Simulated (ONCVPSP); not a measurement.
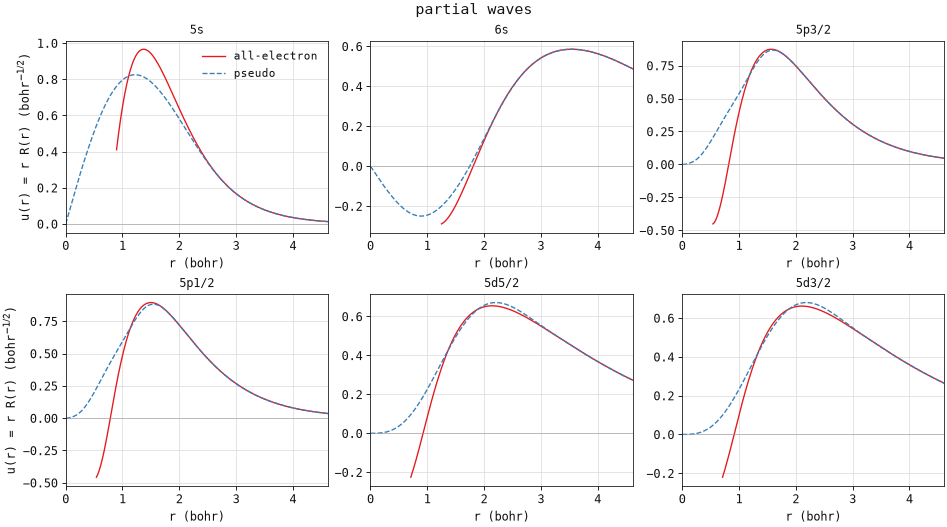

All-electron valence functions (solid) with their pseudo partners (dashed). The innermost oscillations of some all-electron curves aren't drawn. Reference configuration 4f1 5s2 5p6 5d1 6s1.

- Matching radii: 5s at 2.95 bohr; 6s at 2.95 bohr; 5p3/2 at 2.05 bohr; 5p1/2 at 2.05 bohr; 5d5/2 at 3.55 bohr; 5d3/2 at 3.55 bohr. The curves merge smoothly, so the plot gives these only roughly.
- Nodes of the pseudo-waves: 5s has no node; 6s has a node at about 1.7 bohr; 5p3/2 has no node; 5p1/2 has no node; 5d5/2 has no node; 5d3/2 has no node. A node in 6s is expected, since a lower shell of the same l is also in the valence and the two must stay orthogonal. The potential isn't sound: its ghost test gives GHOST(-) flagged for s at -258.6 eV, p3/2 at -73.1 eV, d5/2 at -98.6 eV, p1/2 at -53.5 eV, d3/2 at -66.1 eV; no localised positive-energy state flagged.

# Pseudopotential generation: Ce (part 1 of 2)

Cerium (Ce, Z = 58), core [Kr] 4d10, reference valence 4f1 5s2 5p6 5d1 6s1 (an ion of charge +1), valence charge 12. Computed at this level: ONCV potential, PBE, fully relativistic, made with ONCVPSP 4.0.1.

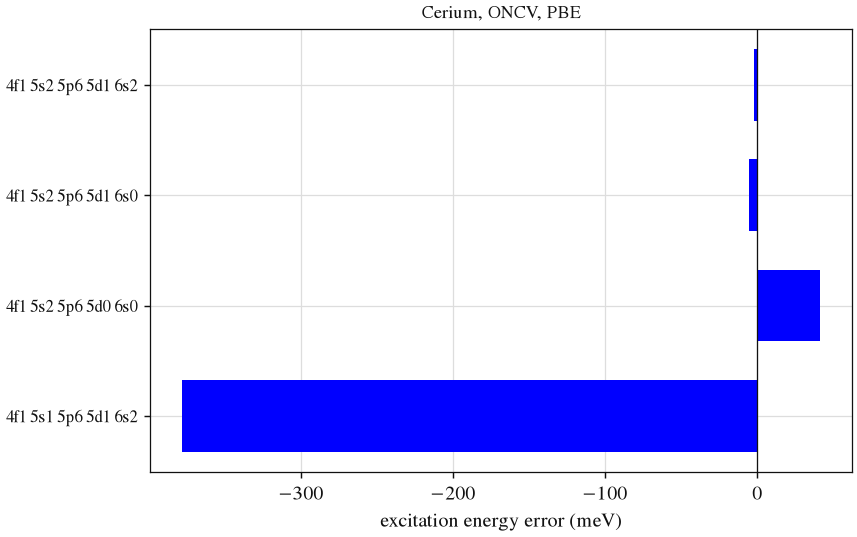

Errors, all-electron minus pseudo, of the energies of valence configurations relative to the unpolarised reference 4f1 5s2 5p6 5d1 6s1.

- Worst configuration: 4f1 5s1 5p6 5d1 6s2 (charge +1): the error is -378 meV on an all-electron energy of +39.63 eV relative to the reference, or 0.95 %.
- Errors in meV: 4f1 5s2 5p6 5d1 6s2: -1.7; 4f1 5s2 5p6 5d1 6s0: -5.4; 4f1 5s2 5p6 5d0 6s0: +42; 4f1 5s1 5p6 5d1 6s2: -378.
- Configurations within 10 meV and within 50 meV: 2 and 3 of 4.

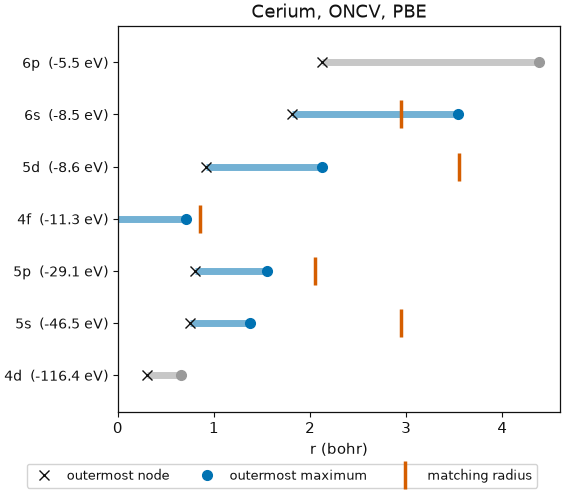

Outer shells of the all-electron reference atom: each bar runs from the outermost node (or the nucleus) to the outermost maximum of u(r); the tick is the radius chosen for the pseudo-wave. Shells without a tick have no pseudo-wave of their own. Levels, nodes and maxima are from ld1.x, scalar-relativistic.

- Radii against the shells: 5s: 2.95 bohr, outside the maximum; 5p: 2.05 bohr, outside the maximum; 4f: 0.85 bohr, outside the maximum; 5d: 3.55 bohr, outside the maximum; 6s: 2.95 bohr, between node and maximum.

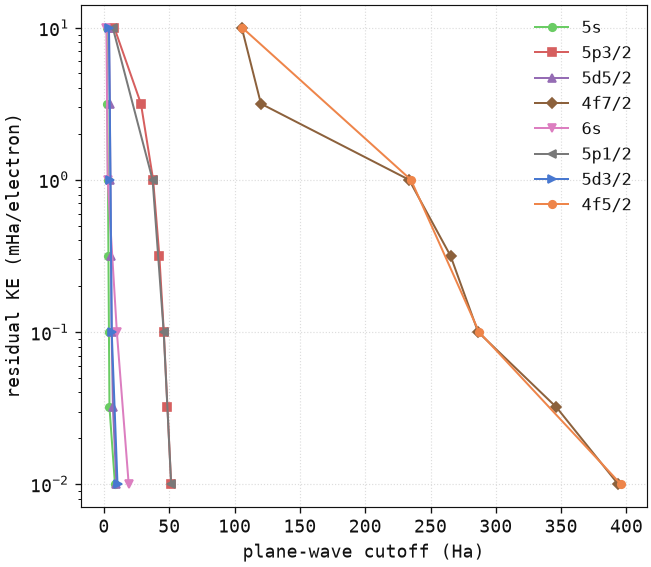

Residual kinetic energy of the pseudo-waves (the first of each channel, and further valence shells) beyond the plane-wave cutoff, as the generator prints it.

- Cutoffs for the occupied states: 235 Ha for 1 mHa and 287 Ha for 0.1 mHa per electron. The first is set by 4f5/2.
- Cutoffs for 1 mHa per electron: 4f5/2: 235 Ha; 4f7/2: 234 Ha; 5p3/2: 38 Ha; 5p1/2: 37 Ha; 5d3/2: 5.0 Ha; 5d5/2: 4.9 Ha; 5s: 3.1 Ha; 6s: 2.8 Ha.

These pictures come from the run below.

### Input
```
# ATOM AND REFERENCE CONFIGURATION
# atsym  z   nc   nv     iexc    psfile
  Ce 58.00    9    5        4      upf
#
#   n    l    f
    1    0    2.00
    2    0    2.00
    2    1    6.00
    3    0    2.00
    3    1    6.00
    3    2   10.00
    4    0    2.00
    4    1    6.00
    4    2   10.00
    4    3    1.00
    5    0    2.00
    5    1    6.00
    5    2    1.00
    6    0    1.00
#
# PSEUDOPOTENTIAL AND OPTIMIZATION
# lmax
    3
#
#   l,   rc,      ep,       ncon, nbas, qcut
    0    2.95    0.00    4    7    3.10
    1    2.05    0.00    5    8    3.20
    2    3.55    0.00    4    8    3.60
    3    0.85    0.00    4    7   15.00
#
# LOCAL POTENTIAL
# lloc, lpopt,  rc(5),   dvloc0
    4    4    0.70    4.00
#
# VANDERBILT-KLEINMAN-BYLANDER PROJECTORs
# l, nproj, debl
    0    2    2.30
    1    2    2.40
    2    2    2.80
    3    1    1.80
#
# MODEL CORE CHARGE
# icmod, fcfact, rcfact
    2    0.70    0.70
#
# LOG DERIVATIVE ANALYSIS
# epsh1, epsh2, depsh
   -3.00    5.00    0.02
#
# OUTPUT GRID
# rlmax, drl
    6.00    0.01
#
# TEST CONFIGURATIONS
# ncnf
    4
# nvcnf
#   n    l    f
    5
    4    3    1.00
    5    0    2.00
    5    1    6.00
    5    2    1.00
    6    0    2.00
#
    5
    4    3    1.00
    5    0    2.00
    5    1    6.00
    5    2    1.00
    6    0    0.00
#
    5
    4    3    1.00
    5    0    2.00
    5    1    6.00
    5    2    0.00
    6    0    0.00
#
    5
    4    3    1.00
    5    0    1.00
    5    1    6.00
    5    2    1.00
    6    0    2.00
#
```

Run as:
```bash
oncvpspr.x < Ce.dat > Ce.out
```

### Log (extracts)
```
ONCVPSP  (Optimized Norm-Conservinng Vanderbilt PSeudopotential)
relativistic version 4.0.1

#   n    l    f        energy (Ha)
    1    0    2.00    -1.4788650D+03
    2    0    2.00    -2.3686967D+02
    2    1    6.00    -2.0722623D+02    -2.2363866D+02
    3    0    2.00    -5.1177497D+01
    3    1    6.00    -4.2352253D+01    -4.5577625D+01
    3    2   10.00    -3.1874942D+01    -3.2567491D+01
    4    0    2.00    -1.0529550D+01
    4    1    6.00    -7.7573221D+00    -8.4499989D+00
    4    2   10.00    -4.2232827D+00    -4.3446480D+00
    4    3    1.00    -4.0919996D-01    -4.2143726D-01
    5    0    2.00    -1.7066342D+00
    5    1    6.00    -1.0387936D+00    -1.1399236D+00
    5    2    1.00    -3.1115134D-01    -3.1960834D-01
    6    0    1.00    -3.1193184D-01

Reference configufation results
  iterations    24
  all-electron total energy (Ha)   -8.86496022D+03

Begin loop to  construct optimized pseudo wave functions
and semi-local pseudopoentials for all angular momenta

Calculating optimized projector #   1

 for l=   0

    Fraction of norm inside rc  0.989833
    Optimizing pswf for qcut=   3.10 a_B^-1,  ecut=   4.79 Ha
    Residual kinetic energy error=  1.45D-05 Ha

    Energy error per electron        Cutoff
         Ha          eV             Ha
         0.01000     0.27211        2.21
         0.00100     0.02721        3.05
         0.00010     0.00272        3.81
         0.00001     0.00027        8.41

Calculating optimized projector #   2

 for l=   0

    Fraction of norm inside rc  0.201506
    Optimizing pswf for qcut=   3.10 a_B^-1,  ecut=   4.79 Ha
    Residual kinetic energy error=  3.14D-04 Ha

    Energy error per electron        Cutoff
         Ha          eV             Ha
         0.01000     0.27211        1.91
         0.00100     0.02721        2.82
         0.00010     0.00272        9.88
         0.00001     0.00027       18.93

   Wellstate for l =  1  n =  7 kap= -2
     eigenvalue =   1.3612
     asymptotic potential =   1.8612
     half-point radius =  3.9746

Calculating optimized projector #   1

 for l=   1

    Fraction of norm inside rc  0.710991
    Optimizing pswf for qcut=   3.20 a_B^-1,  ecut=   5.11 Ha
    Residual kinetic energy error=  1.48D-02 Ha

    Energy error per electron        Cutoff
         Ha          eV             Ha
         0.01000     0.27211        7.91
         0.00100     0.02721       37.65
         0.00010     0.00272       45.81
         0.00001     0.00027       51.45

Calculating optimized projector #   2

 for l=   1

    Fraction of norm inside rc  0.090814
    Optimizing pswf for qcut=   3.20 a_B^-1,  ecut=   5.11 Ha
    Residual kinetic energy error=  1.34D-02 Ha

    Energy error per electron        Cutoff
         Ha          eV             Ha
         0.01000     0.27211        7.17
         0.00100     0.02721       20.12
         0.00010     0.00272       40.62
         0.00001     0.00027       47.39

   Wellstate for l =  1  n =  7 kap=  1
     eigenvalue =   1.2601

Calculating optimized projector #   1

 for l=   1

    Fraction of norm inside rc  0.758012
    Optimizing pswf for qcut=   3.20 a_B^-1,  ecut=   5.11 Ha
    Residual kinetic energy error=  1.11D-02 Ha

    Energy error per electron        Cutoff
         Ha          eV             Ha
         0.01000     0.27211        6.74
         0.00100     0.02721       37.22
         0.00010     0.00272       45.73
         0.00001     0.00027       51.43

Calculating optimized projector #   2

 for l=   1

    Fraction of norm inside rc  0.096316
    Optimizing pswf for qcut=   3.20 a_B^-1,  ecut=   5.11 Ha
    Residual kinetic energy error=  1.21D-02 Ha

    Energy error per electron        Cutoff
         Ha          eV             Ha
         0.01000     0.27211        6.06
         0.00100     0.02721       20.23
         0.00010     0.00272       42.02
         0.00001     0.00027       50.08

   Wellstate for l =  2  n =  9 kap= -3
     eigenvalue =   2.4888
     asymptotic potential =   2.9888
     half-point radius =  6.1643

Calculating optimized projector #   1

 for l=   2

    Fraction of norm inside rc  0.797949
    Optimizing pswf for qcut=   3.60 a_B^-1,  ecut=   6.50 Ha
    Residual kinetic energy error=  2.32D-05 Ha

    Energy error per electron        Cutoff
         Ha          eV             Ha
         0.01000     0.27211        3.80
         0.00100     0.02721        4.93
         0.00010     0.00272        5.88
         0.00001     0.00027        9.51

Calculating optimized projector #   2

 for l=   2

    Fraction of norm inside rc  0.169199
    Optimizing pswf for qcut=   3.60 a_B^-1,  ecut=   6.50 Ha
    Residual kinetic energy error=  2.55D-03 Ha

    Energy error per electron        Cutoff
         Ha          eV             Ha
         0.01000     0.27211        5.69
         0.00100     0.02721        9.35
         0.00010     0.00272       22.23
         0.00001     0.00027       26.73

   Wellstate for l =  2  n =  9 kap=  2
     eigenvalue =   2.4804

Calculating optimized projector #   1

 for l=   2

    Fraction of norm inside rc  0.810805
    Optimizing pswf for qcut=   3.60 a_B^-1,  ecut=   6.50 Ha
    Residual kinetic energy error=  2.69D-05 Ha

    Energy error per electron        Cutoff
         Ha          eV             Ha
         0.01000     0.27211        3.86
         0.00100     0.02721        4.98
         0.00010     0.00272        5.94
         0.00001     0.00027       10.37

Calculating optimized projector #   2

 for l=   2

    Fraction of norm inside rc  0.170876
    Optimizing pswf for qcut=   3.60 a_B^-1,  ecut=   6.50 Ha
    Residual kinetic energy error=  2.91D-03 Ha

    Energy error per electron        Cutoff
         Ha          eV             Ha
         0.01000     0.27211        5.75
         0.00100     0.02721       10.20
         0.00010     0.00272       22.47
         0.00001     0.00027       27.07

Calculating optimized projector #   1

 for l=   3

    Fraction of norm inside rc  0.416777
    Optimizing pswf for qcut=  15.01 a_B^-1,  ecut= 112.63 Ha
    Residual kinetic energy error=  4.92D-03 Ha

    Energy error per electron        Cutoff
         Ha          eV             Ha
         0.01000     0.27211      105.47
         0.00100     0.02721      233.58
         0.00010     0.00272      286.40
         0.00001     0.00027      393.60

Calculating optimized projector #   1

 for l=   3

    Fraction of norm inside rc  0.423284
    Optimizing pswf for qcut=  15.01 a_B^-1,  ecut= 112.63 Ha
    Residual kinetic energy error=  5.11D-03 Ha

    Energy error per electron        Cutoff
         Ha          eV             Ha
         0.01000     0.27211      105.84
         0.00100     0.02721      235.00
         0.00010     0.00272      287.12
         0.00001     0.00027      395.66

Construct Vanderbilt / Kleinmman-Bylander projectors

B matrix Hermiticity error, ll=  0  kap= -1
   1   2    1.0669D-04

  Orthonormal projector coefficients  1.7234E+01  9.2544E-01

B matrix Hermiticity error, ll=  1  kap= -2
   1   2   -2.1583D-04

  Orthonormal projector coefficients  1.4185E+01  1.7689E+00

B matrix Hermiticity error, ll=  1  kap=  1
   1   2   -2.3350D-04

  Orthonormal projector coefficients  1.4559E+01  1.7914E+00

B matrix Hermiticity error, ll=  2  kap= -3
   1   2   -9.2493D-05

  Orthonormal projector coefficients  3.9454E+00 -2.8081E+00

B matrix Hermiticity error, ll=  2  kap=  2
   1   2   -9.5700D-05

  Orthonormal projector coefficients  4.4099E+00 -1.9882E+00

 Orthonormal scalar projector coefficients, l =  1
  1.4300E+01  1.7788E+00  6.5563E-03  3.9900E-04

 Orthonormal spin-orbit projector coefficients, l =  1
 -6.7842E-01  3.3390E-01  9.2509E-02 -1.2702E-02

 Orthonormal scalar projector coefficients, l =  2
  4.1146E+00 -2.4623E+00 -1.2240E-03  7.8318E-07

 Orthonormal spin-orbit projector coefficients, l =  2
 -5.4045E-01  1.8273E-02  8.5122E-03 -5.1346E-05

 Orthonormal scalar projector coefficients, l =  3
 -1.3261E+01 -3.1594E-07

 Orthonormal spin-orbit projector coefficients, l =  3
  2.6741E-02 -5.2228E-05

Model core correction analysis
  based on d2Exc/dn_idn_j

d2excae - all-electron derivatives

   -1.738269D-02   -1.178631D-02   -8.926126D-03   -3.910652D-03
   -1.788687D-03
   -1.178615D-02   -2.092321D-02   -1.784563D-02   -7.830039D-03
   -1.933634D-03
   -8.926033D-03   -1.784569D-02   -1.739464D-02   -1.064433D-02
   -3.045864D-03
   -3.910550D-03   -7.829919D-03   -1.064414D-02   -1.565372D-02
   -1.409713D-02
   -1.788352D-03   -1.933047D-03   -3.044332D-03   -1.409772D-02
   -2.792110D-02

d2excps - pseudofunction derivatives with no core correction

   -8.370823D-02   -4.263748D-02   -1.919284D-02   -5.798441D-03
   -5.377548D-03
   -4.265010D-02   -3.671606D-02   -2.357258D-02   -9.487649D-03
   -3.918485D-03
   -1.920131D-02   -2.357317D-02   -2.479554D-02   -1.468221D-02
   -3.834594D-03
   -5.799247D-03   -9.487227D-03   -1.468169D-02   -2.132658D-02
   -1.720683D-02
   -5.379201D-03   -3.917051D-03   -3.830998D-03   -1.720588D-02
   -3.326303D-02

rms 2nd derivative error    1.678619E-02

amplitude prefactor, scale prefactor
   23.1742    1.0566

d2excps - pseudofunction derivatives with core correction

   -2.517809D-02   -1.850995D-02   -1.238727D-02   -5.040475D-03
   -2.433674D-03
   -1.850988D-02   -2.047072D-02   -1.926815D-02   -9.046428D-03
   -1.942245D-03
   -1.238693D-02   -1.926777D-02   -2.368229D-02   -1.480958D-02
   -3.318517D-03
   -5.040153D-03   -9.045830D-03   -1.480906D-02   -2.148410D-02
   -1.712902D-02
   -2.432881D-03   -1.940709D-03   -3.314919D-03   -1.712807D-02
   -3.301779D-02

rms 2nd derivative error    3.679441E-03

Pseudoatom total energy  -39.173946

Diagnostic tests using Vanderbilt-Kleinman-Bylander pseudopotentials
  relativistic with J = L +/- 1/2 projectors

   l  kap   rcore       rmatch      e in        delta e    norm test   slope test

   0  -1   2.9637320   3.0537173  -1.7066342   0.0000004   1.0001102   1.0000987
   0  -1   2.9637320   3.0537173  -0.3119318   0.0000002   1.0000158   1.0000118

   1  -2   2.0576054   2.1200788  -1.0387936  -0.0000044   1.0000976   1.0001151
   1   1   2.0576054   2.1200788  -1.1399236   0.0000005   1.0001394   1.0001444
   1  -2   2.0576054   2.1200788   1.3612064   0.0000275   1.0002363   1.0002363
   1   1   2.0576054   2.1200788   1.3304093   0.0000338   1.0002168   1.0002168

   2  -3   3.5676014   3.6759215  -0.3111513  -0.0000005   1.0000086   1.0000144
   2   2   3.5676014   3.6759215  -0.3196083  -0.0000001   1.0000119   1.0000105
   2  -3   3.5676014   3.6759215   2.4888487   0.0000256   1.0000432   1.0000432
   2   2   3.5676014   3.6759215   2.4831994   0.0000265   1.0000428   1.0000428

   3  -4   0.8540021   0.8799314  -0.4092000   0.0000829   1.0000411   1.0001302
   3   3   0.8540021   0.8799314  -0.4214373   0.0004966   1.0001400   0.9994733

Diagnostic tests using Vanderbilt-Kleinman-Bylander pseudopotentials
  relativistic with scalar and spin-orbit non-local projectors

   l  kap   rcore       rmatch      e in        delta e    norm test   slope test

   0  -1   2.9637320   3.0537173  -1.7066342   0.0000004   1.0001102   1.0000987
   0  -1   2.9637320   3.0537173  -0.3119318   0.0000002   1.0000158   1.0000118

   1  -2   2.0576054   2.1200788  -1.0387936  -0.0003047   1.0001207   0.9996861
   1   1   2.0576054   2.1200788  -1.1399236  -0.0002867   1.0001753   0.9998348
   1  -2   2.0576054   2.1200788   1.3612064   0.0000180   1.0002513   1.0002513
   1   1   2.0576054   2.1200788   1.3304093  -0.0000057   1.0002871   1.0002871

   2  -3   3.5676014   3.6759215  -0.3111513   0.0003763   0.9991128   1.0008967
   2   2   3.5676014   3.6759215  -0.3196083   0.0003873   0.9990676   1.0007764
   2  -3   3.5676014   3.6759215   2.4888487   0.0000648   0.9999581   0.9999581
   2   2   3.5676014   3.6759215   2.4831994   0.0000727   0.9999514   0.9999514

   3  -4   0.8540021   0.8799314  -0.4092000   0.0000829   1.0000411   1.0001302
   3   3   0.8540021   0.8799314  -0.4214373   0.0004966   1.0001400   0.9994733

Ghost test for J = L + 1/2

 Testing for bound ghosts
   n   l    E NL Schr. Eq   E Basis Diag.   E Cutoff

       0                       -9.504262     21.85  WARNING - GHOST(-)
   1   0       -1.706634       -1.706266     21.85
   2   0       -0.311932       -0.309796     21.85

       1                       -2.686365     71.57  WARNING - GHOST(-)
   2   1       -1.038798       -1.038728     71.57

       2                       -3.623216     27.12  WARNING - GHOST(-)
   3   2       -0.311152       -0.311108     27.12

   4   3       -0.409117       -0.349643    294.67

 Testing for highly-localized positive-energy ghosts
       l    <radius>/rc     E Basis Diag.   E Cutoff

Ghost test for J = L - 1/2

 Testing for bound ghosts
   n   l    E NL Schr. Eq   E Basis Diag.   E Cutoff

       0                       -9.504262     21.85  WARNING - GHOST(-)
   1   0       -1.706634       -1.706266     21.85
   2   0       -0.311932       -0.309796     21.85

       1                       -1.966932     71.57  WARNING - GHOST(-)
   2   1       -1.139923       -1.139880     71.57

       2                       -2.428163     27.12  WARNING - GHOST(-)
   3   2       -0.319608       -0.319569     27.12

   4   3       -0.420941       -0.363446    294.67
```

(Continued in part 2.) Outcome of the run: generated, with a ghost state.
